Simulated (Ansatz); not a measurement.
# O₂Sr (triplet): what the fields show

Input

```
crystal:
  periodic: [false, false, false]
  atoms:
    - {symbol: Sr, position_ang: [0.675952, 0.544274, -1.223114]}
    - {symbol: O, position_ang: [-0.098341, 0.241511, 0.972563]}
    - {symbol: O, position_ang: [-0.577611, -0.785785, 0.250560]}
basis:
  gaussian: {orbitals: def2-TZVP, initial_orbitals: start.molden}
magnetization: {spin_polarized: true, initial_magnetization: 2}
hamiltonian: {xc: pbe0, dispersion: d4}
output: {orbitals: {seedname: orbitals}}
```

Run with:

```sh
ansatz run in.yaml --threads 4 --pin off --events-out ev --progress --plain --max-ram 3916MiB
```

Geometry: PBE-D4/def2-TZVP; core potentials replace the inner electrons of Sr.

The calculation used UKS PBE0-D4/def2-TZVP in Ansatz.

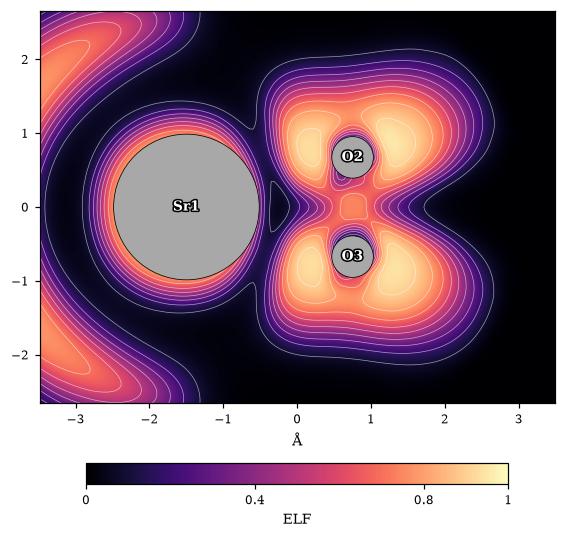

Figure 1. ELF on the molecular plane. Grey discs cover the atomic cores.

What do the fields say about this system?

Answer. Atoms in the plane: Sr and O. O–O (1.34 Å): the ELF peaks at about 0.75 between the atoms. Sr–O (2.35 Å): the ELF is about 0.10 at the midpoint; a closed-shell, largely ionic contact.

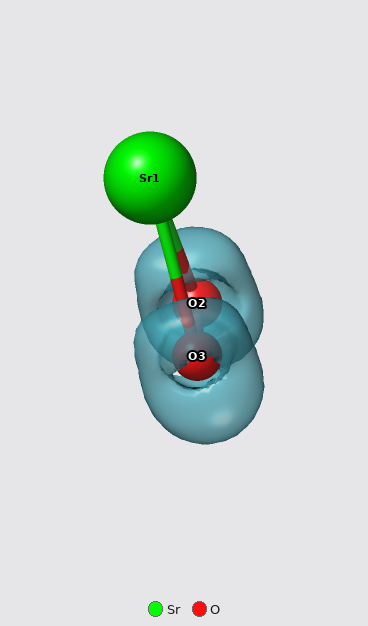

Figure 2. Isosurface of the ELF at 0.8 (cyan), seen at an oblique angle. Only the valence region is drawn (cores and ρ < 0.01 e/Å³ removed).

What do the ELF domains correspond to?

Answer. The surface consists of two regions wrapped around O (the valence shell of each).

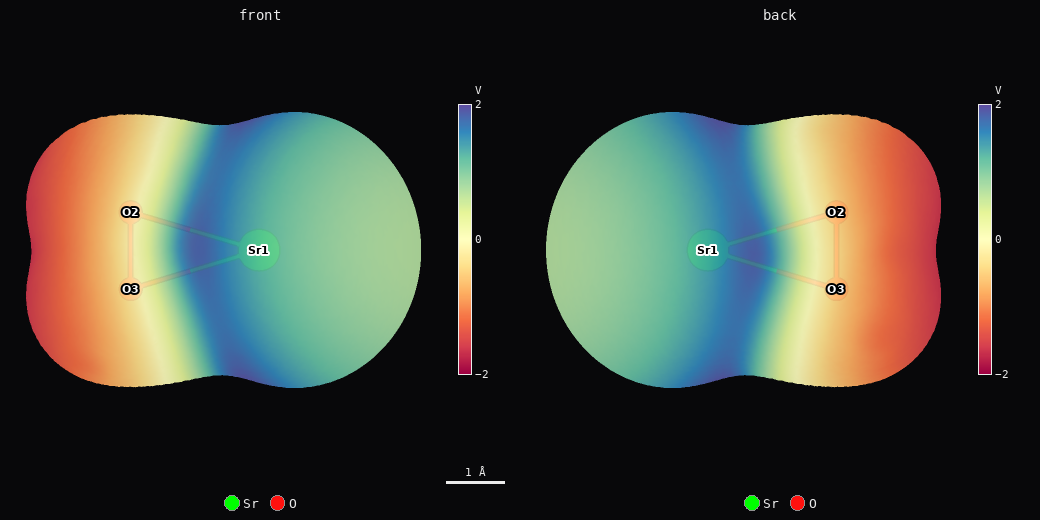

Figure 3. The electrostatic potential painted on the density surface at 0.001 e/bohr³, seen from the front and from behind; the colour scale runs from red (negative) to blue (positive).

Describe the electrostatic potential map.

Answer. The most negative region (about −1.6 V) lies over O2 and O3, the most positive (about +1.9 V) over Sr1.
